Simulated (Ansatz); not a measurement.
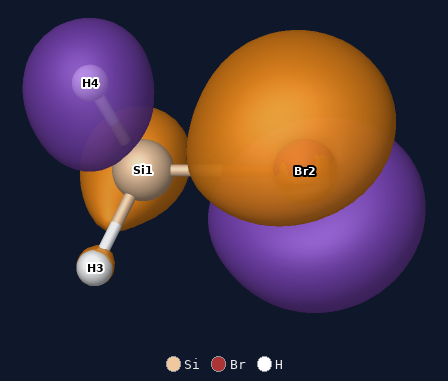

*BrH3Si. The HOMO at ±0.08 Å⁻³ᐟ² (orange and purple are the two phases), seen at a tilt.*

All numbers below come from RKS r2SCAN-D4/def2-SVP in Ansatz.

```yaml
atoms:
  - { symbol: Si, position_ang: [0.0442, 0.1524, 0.0115] }
  - { symbol: Br, position_ang: [-0.5753, -1.9834, -0.1499] }
  - { symbol: H, position_ang: [-0.2800, 0.8421, -1.2668] }
  - { symbol: H, position_ang: [-0.6981, 0.7816, 1.1375] }
  - { symbol: H, position_ang: [1.5092, 0.2072, 0.2676] }
```

What is the character of this orbital?

Answer. By Hirshfeld shares it lies mainly on Br2 (about 80 %); largely a lone pair of Br2. It is one of a degenerate set, so its orientation is arbitrary. Its energy is −7.43 eV.
